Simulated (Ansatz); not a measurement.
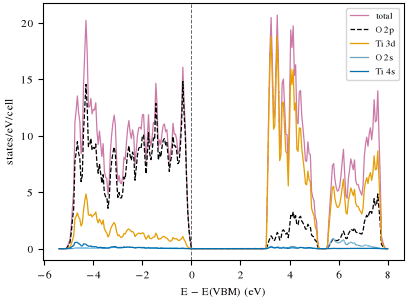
Figure. Total and projected density of states of TiO2 in space group Pbcn (No. 60; Ti on 4c, O on 8d), r²SCAN (plane waves, PAW; program Ansatz)

Q: Which orbitals carry the states next to the gap?

A: Top 1 eV of the valence band: O 2p 91 %, Ti 3d 8 %. Bottom 1 eV of the conduction band: Ti 3d 89 %, O 2p 8 %. Projections are on Löwdin-orthogonalised atomic valence shells; empty p or d shells of many metals are not among them.

Q: Where is the tallest occupied peak in this window, and what makes it?

A: Near -4.3 eV, about 20 states/eV per cell; the largest projected share is O 2p.

This is a known high-pressure phase of the composition, computed here at zero pressure and temperature. The cell was relaxed with r²SCAN under the symmetry of its start; whether a distortion lowers the energy is not shown. The run is not spin-polarised.

Potentials: the later of the program's two PAW sets.
